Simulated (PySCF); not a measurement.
# Atomic calculation, with input and output: Sc⁺

Sc⁺, configuration 1s2 2s2 2p6 3s2 3p6 4s1 4p1, multiplicity 3. Computed at this level: unrestricted PBEsol, aug-cc-pwCVTZ-DK plus 1 even-tempered diffuse shell per l, spin-free X2C-1e, Gaussian nucleus (PySCF).

**Input**
```python
from pyscf import gto, scf, dft, mp, cc
import basis_set_exchange as bse
mol = gto.M(atom="Sc 0 0 0", charge=1, spin=2, symmetry="D2h",
            basis=gto.basis.parse(bse.get_basis("aug-cc-pwCVTZ-DK", elements=["Sc"], fmt="nwchem", augment_diffuse=1)),
            nucmod="G")
mf = dft.UKS(mol, xc="PBEsol").sfx2c1e()
mf.irrep_nelec = {'Ag': (4, 3), 'B1u': (2, 2), 'B2u': (3, 2), 'B3u': (2, 2)}
mf.kernel()
```

The script is an equivalent of what the driver set up; the driver started from orbitals of its own, so the log can be shorter than this script's would be, and it computed the properties (radii, ⟨L²⟩, response) afterwards. It held the occupations shell by shell, which the script's counts by irreducible representation don't always enforce.

**Output (extracts)**
```
damping factor = 0
level_shift factor = 0
DIIS = <class 'pyscf.scf.diis.CDIIS'>
diis_start_cycle = 1
diis_space = 10
diis_damp = 0
SCF conv_tol = 1e-09
SCF conv_tol_grad = None
number electrons alpha = 11  beta = 9
XC functionals = PBEsol
    J. P. Perdew, A. Ruzsinszky, G. I. Csonka, O. A. Vydrov, G. E. Scuseria, L. A. Constantin, X. Zhou, and K. Burke.,  Phys. Rev. Lett. 100, 136406 (2008)
    J. P. Perdew, A. Ruzsinszky, G. I. Csonka, O. A. Vydrov, G. E. Scuseria, L. A. Constantin, X. Zhou, and K. Burke.,  Phys. Rev. Lett. 100, 136406 (2008)
cycle= 1 E= -762.616162350781  delta_E= -0.011  |g|= 0.0294  |ddm|=  1.5
cycle= 2 E= -762.61623170054  delta_E= -6.93e-05  |g|= 0.00518  |ddm|= 0.196
cycle= 3 E= -762.61623752932  delta_E= -5.83e-06  |g|= 0.00201  |ddm|= 0.0497
cycle= 4 E= -762.61623816843  delta_E= -6.39e-07  |g|= 3.59e-05  |ddm|= 0.0122
cycle= 5 E= -762.61623816903  delta_E= -6e-10  |g|= 9.78e-07  |ddm|= 0.00053
converged SCF energy = -762.61623816903  <S^2> = 2.0000792  2S+1 = 3.0000528
```

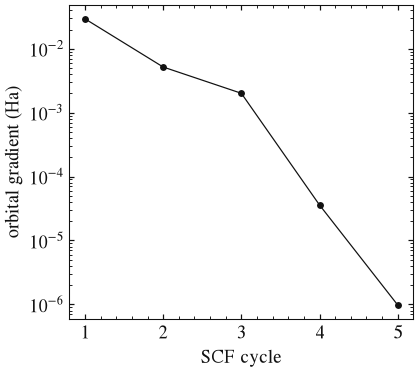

**Figure 1.** Convergence: orbital gradient against the SCF cycle. The residual falls at every step. It goes from 0.029 to 9.8×10⁻⁷ in 5 steps.

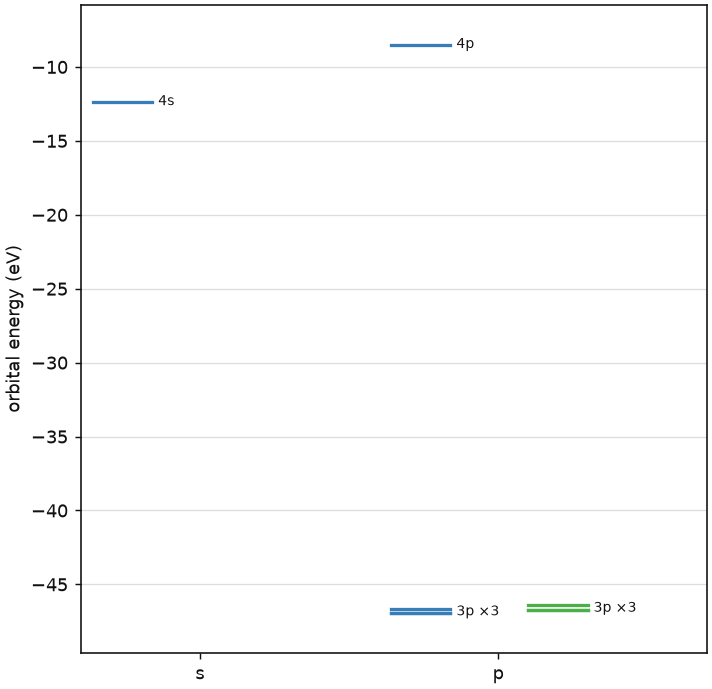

**Figure 2.** Orbital energies of the mean field, from the top down to −46.9 eV, by angular momentum, α spin at the left of each column and β at the right; ×n counts the orbitals under one label. Empty levels that the record names by l alone aren't drawn. The highest filled orbital is 4p α at −8.49 eV, the lowest empty one d α at −15.4 eV.

**Key numbers**

- outcome: converged
- total energy: −762.616238 hartree
- ⟨S²⟩: 2.000
- ⟨L²⟩: 2.00
- SCF iterations: 5
- hardware: 1 CPU thread, shared host
- CPU time: 5 s (integrals apart)

**Notes**

The driver held the occupations shell by shell, and empty d levels lie below the filled 4p. The script shown fixes the counts by irreducible representation only, so by itself it can fall to another configuration. This is not the ground configuration of the species.
